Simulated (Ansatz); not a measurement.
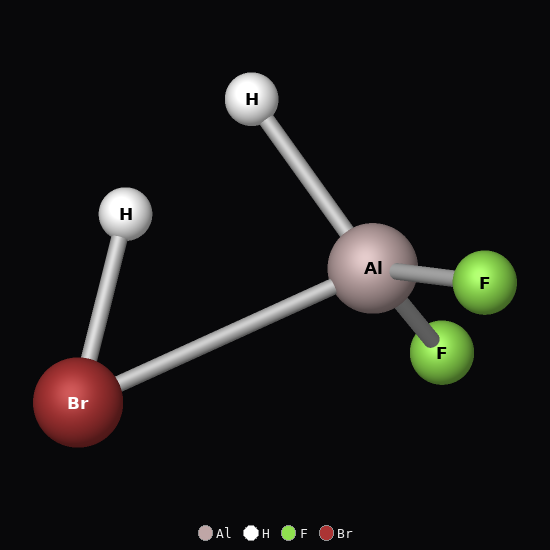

Sticks follow a distance rule. Harmonic vibrations computed with RKS PBE0-D4/def2-TZVP (Ansatz 0.2.0) at a stationary point of the same level.

Question: Minimum or transition state?

Answer: A first-order saddle point: one imaginary frequency, 576i cm⁻¹.

Question: How many vibrational modes are there, and where do they lie?

Answer: 12 modes: 576i, 107, 144, 255, 420, 442, 768, 847, 942, 949, 1519, 1865 cm⁻¹.
